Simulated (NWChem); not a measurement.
# C4H8 (methylcyclopropane) at 4 levels

We compute a comparison of 4 runs (TPSSh/6-31++G**, TPSSh/6-31G*, TPSSh/6-31+G*, TPSSh/6-311+G**) of C4H8 (methylcyclopropane). 

The results are computed with NWChem 7.3.0.

## (1) Starting point

The species is C4H8 (12 atoms), meant as a singlet with charge 0. SMILES: `CC1CC1`. The coordinates come from a PBE0-D4/def2-TZVP relaxation.

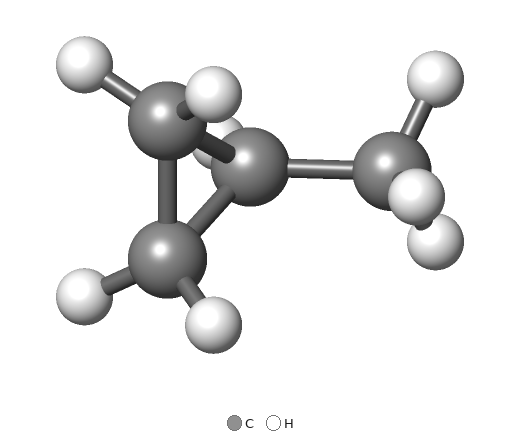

Viewed from a chosen angle; carbon grey, hydrogen white.

## (2) Energy and gradient at TPSSh/6-31++G(d,p) (spherical functions) (run 1)

The input, c4h8.xyz:

```xyz
12
C4H8
C     -0.930100     1.036200    -0.440400
C     -0.402900    -0.134500     0.337700
C      1.045700    -0.195600     0.710600
C      0.495500    -1.131900    -0.325100
H     -1.829400     0.769600    -1.002800
H     -1.181000     1.872900     0.217600
H     -0.184100     1.390700    -1.157200
H     -1.092100    -0.541300     1.071500
H      1.317400    -0.603500     1.676300
H      1.683100     0.612900     0.371600
H      0.763100    -0.952500    -1.360100
H      0.391900    -2.178100    -0.065700
```

The input, c4h8.nw:

```
start c4h8
title "C4H8"
memory 2200 mb
geometry units angstrom noautosym nocenter noautoz
  load c4h8.xyz
end
basis "ao basis" spherical bse
  * library 6-31++G**
end
dft
  xc xctpssh
  grid fine
  convergence energy 1e-08
  maxiter 100
  mulliken
  print low
end
task dft gradient
```

Run with:

```console
$ nwchem c4h8.nw > c4h8.out
```

Standard output:

```text
[...]
 d= 0,ls=0.0,diis     1   -157.2047320655 -2.82D+02  1.65D-02  2.62D-01     4.9
[...]
 d= 0,ls=0.0,diis     8   -157.2412360818  4.51D-09  5.32D-06  6.67D-08    35.0
         Total DFT energy =     -157.241236081770
      One electron energy =     -456.662451606205
           Coulomb energy =      199.404019333662
    Exchange-Corr. energy =      -24.772053375204
 Nuclear repulsion energy =      124.789249565978
[...]
      Total Density - Mulliken Population Analysis
     ---------------------------------------------
    Atom       Charge   Shell Charges
 -----------   ------   -------------------------------------------------------
    1 C    6     6.67   2.00  0.66  2.11  0.63  0.94  0.22  0.08  0.03
    2 C    6     5.71   2.00  0.66  2.10  0.56  0.77 -0.48  0.05  0.05
    3 C    6     6.43   2.00  0.65  2.11  0.61  0.86  0.06  0.10  0.04
    4 C    6     6.43   2.00  0.65  2.11  0.61  0.86  0.06  0.10  0.04
    5 H    1     0.86   0.54  0.30  0.01  0.01
    6 H    1     0.86   0.54  0.30  0.01  0.01
    7 H    1     0.85   0.54  0.31 -0.01  0.01
    8 H    1     0.80   0.54  0.29 -0.05  0.01
    9 H    1     0.85   0.54  0.29  0.01  0.01
   10 H    1     0.85   0.54  0.30 -0.00  0.01
[...]
                         DFT ENERGY GRADIENTS
    atom               coordinates                        gradient
                 x          y          z           x          y          z
   1 C      -1.757634   1.958134  -0.832235    0.002645  -0.004706   0.002910
   2 C      -0.761371  -0.254168   0.638160    0.006354   0.000682  -0.004013
   3 C       1.976086  -0.369630   1.342839   -0.006967  -0.002691  -0.004773
   4 C       0.936359  -2.138981  -0.614350   -0.001442   0.006617   0.005705
   5 H      -3.457065   1.454333  -1.895017    0.001641   0.000413   0.001112
   6 H      -2.231766   3.539268   0.411204    0.000454  -0.001635  -0.001166
   7 H      -0.347899   2.628042  -2.186791   -0.001160  -0.000770   0.001315
   8 H      -2.063770  -1.022909   2.024841    0.001567   0.000612  -0.001392
   9 H       2.489525  -1.140450   3.167748   -0.000844   0.000576  -0.001988
  10 H       3.180598   1.158213   0.702222   -0.001678  -0.001533   0.000336
  11 H       1.442050  -1.799964  -2.570216   -0.000694   0.000143   0.002141
[...]
```

Wall time 47 s (1 thread of Intel Xeon Platinum 8488C (Sapphire Rapids), shared host); peak memory 0.12 GiB.

## (3) Energy and forces at TPSSh/6-31G(d) (spherical functions) (run 2)

Changes to c4h8.xyz since step 2:

```diff
@@ -1,3 +1,3 @@
 12
-C4H8
+
 C     -0.930100     1.036200    -0.440400
```

The input, c4h8.nw:

```
START c4h8
memory stack 880 mb heap 220 mb global 1100 mb
charge 0

GEOMETRY noautosym nocenter noautoz
load c4h8.xyz
END

BASIS spherical bse
* library 6-31G*
END

DFT
xc xctpssh
grid fine
convergence energy 1e-08
maxiter 100
mulliken
print low
END

TASK dft gradient
```

Run with:

```console
$ nwchem c4h8.nw > c4h8.out
```

Standard output:

```text
[...]
 d= 0,ls=0.0,diis     1   -157.1914311855 -2.82D+02  6.25D-03  2.36D-01     2.3
[...]
 d= 0,ls=0.0,diis     8   -157.2265230367  5.41D-11  5.73D-07  2.56D-09    16.2
         Total DFT energy =     -157.226523036652
      One electron energy =     -456.805383380874
           Coulomb energy =      199.578428081175
    Exchange-Corr. energy =      -24.788817302930
 Nuclear repulsion energy =      124.789249565978
[...]
      Total Density - Mulliken Population Analysis
     ---------------------------------------------
    Atom       Charge   Shell Charges
 -----------   ------   -------------------------------------------------------
    1 C    6     6.48   2.00  0.67  2.11  0.65  1.02  0.04
    2 C    6     6.12   2.00  0.66  2.10  0.53  0.78  0.05
    3 C    6     6.35   2.00  0.66  2.11  0.61  0.93  0.04
    4 C    6     6.35   2.00  0.66  2.11  0.61  0.93  0.04
    5 H    1     0.84   0.53  0.31
    6 H    1     0.84   0.53  0.31
    7 H    1     0.85   0.53  0.31
    8 H    1     0.84   0.54  0.30
    9 H    1     0.83   0.54  0.30
   10 H    1     0.84   0.53  0.30
[...]
                         DFT ENERGY GRADIENTS
    atom               coordinates                        gradient
                 x          y          z           x          y          z
   1 C      -1.757634   1.958134  -0.832235    0.002336  -0.003937   0.002381
   2 C      -0.761371  -0.254168   0.638160    0.005786   0.000890  -0.003899
   3 C       1.976086  -0.369630   1.342839   -0.005954  -0.001935  -0.003463
   4 C       0.936359  -2.138981  -0.614350   -0.001710   0.005192   0.004605
   5 H      -3.457065   1.454333  -1.895017    0.002052   0.000394   0.001362
   6 H      -2.231766   3.539268   0.411204    0.000637  -0.002043  -0.001346
   7 H      -0.347899   2.628042  -2.186791   -0.001432  -0.000944   0.001617
   8 H      -2.063770  -1.022909   2.024841    0.001773   0.000604  -0.001494
   9 H       2.489525  -1.140450   3.167748   -0.000940   0.000565  -0.002304
  10 H       3.180598   1.158213   0.702222   -0.001961  -0.001680   0.000280
  11 H       1.442050  -1.799964  -2.570216   -0.000805   0.000288   0.002407
[...]
```

Run time: 22 s. Hardware: 1 thread of Intel Xeon Platinum 8488C (Sapphire Rapids), shared host; peak memory 0.12 GiB.

Run 3 isn't shown in full; the table further down has it.

## (4) Energy and forces at TPSSh/6-311+G(d,p) (run 4)

The input, c4h8.nw:

```
start c4h8
title "C4H8 gradient"
memory total 2200 mb

geometry units angstroms noautosym nocenter noautoz
  C     -0.930100     1.036200    -0.440400
  C     -0.402900    -0.134500     0.337700
  C      1.045700    -0.195600     0.710600
  C      0.495500    -1.131900    -0.325100
  H     -1.829400     0.769600    -1.002800
  H     -1.181000     1.872900     0.217600
  H     -0.184100     1.390700    -1.157200
  H     -1.092100    -0.541300     1.071500
  H      1.317400    -0.603500     1.676300
  H      1.683100     0.612900     0.371600
  H      0.763100    -0.952500    -1.360100
  H      0.391900    -2.178100    -0.065700
end

basis spherical bse
  C library 6-311+G**
  H library 6-311+G**
end

dft
  xc xctpssh
  grid fine
  convergence energy 1e-08
  maxiter 100
  mulliken
  noprint "final vectors analysis"
end

task dft gradient
```

Run with:

```console
$ nwchem c4h8.nw > c4h8.out
```

Standard output, shortened:

```text
[...]
          Wavefunction type:  closed shell.
          No. of atoms     :    12
          No. of electrons :    32
[...]
          Charge           :     0
          Spin multiplicity:     1
[...]
          AO basis - number of functions:   136
[...]
              XC Information
              --------------
                  TPSS hybrid Method XC Functional
                     Hartree-Fock (Exact) Exchange  0.100
                  TPSS metaGGA Exchange Functional  0.900
             TPSS03 metaGGA Correlation Functional  1.000
[...]
 d= 0,ls=0.0,diis     1   -157.2311326119 -2.82D+02  4.68D-03  3.60D-01     6.1
[...]
 d= 0,ls=0.0,diis     8   -157.2695961343  8.12D-09  2.40D-06  1.26D-07    42.9
         Total DFT energy =     -157.269596134300
      One electron energy =     -456.771244055079
           Coulomb energy =      199.500116613878
    Exchange-Corr. energy =      -24.787718259076
 Nuclear repulsion energy =      124.789249565978
[...]
      Total Density - Mulliken Population Analysis
     ---------------------------------------------
[...]
  wavefunction    = closed shell
                         DFT ENERGY GRADIENTS
    atom               coordinates                        gradient
                 x          y          z           x          y          z
   1 C      -1.757634   1.958134  -0.832235    0.002159  -0.004218   0.002727
   2 C      -0.761371  -0.254168   0.638160    0.006315   0.000565  -0.003886
   3 C       1.976086  -0.369630   1.342839   -0.006835  -0.002653  -0.004693
   4 C       0.936359  -2.138981  -0.614350   -0.001403   0.006498   0.005608
   5 H      -3.457065   1.454333  -1.895017    0.001112   0.000271   0.000684
   6 H      -2.231766   3.539268   0.411204    0.000349  -0.001056  -0.000796
   7 H      -0.347899   2.628042  -2.186791   -0.000723  -0.000488   0.000828
   8 H      -2.063770  -1.022909   2.024841    0.000692   0.000259  -0.000608
   9 H       2.489525  -1.140450   3.167748   -0.000433   0.000207  -0.000907
  10 H       3.180598   1.158213   0.702222   -0.000888  -0.000662   0.000090
  11 H       1.442050  -1.799964  -2.570216   -0.000391   0.000186   0.000981
[...]
```

Run time: 57 s. Hardware: 1 thread of Intel Xeon Platinum 8488C (Sapphire Rapids), shared host; peak memory 0.12 GiB.

## (5) All runs side by side

```tsv
run	level	energy (Eh)	largest force (eV/Å)	wall time
1	TPSSh/6-31++G** (spherical functions)	-157.241236	0.456	47 s
2	TPSSh/6-31G* (spherical functions)	-157.226523	0.368	22 s
3	TPSSh/6-31+G* (spherical functions)	-157.230965	0.427	29 s
4	TPSSh/6-311+G**	-157.269596	0.448	57 s
```

## (6) Summary of results

| quantity | value |
| --- | --- |
| run 4: total energy | -157.26960 Eh |
| run 4: dipole moment | 0.14 D |
| run 4: largest force on an atom | 0.448 eV/Å |

What this shows: Over the runs the total energy spans 1.172 eV. All runs together took 2.6 min, the longest 57 s.
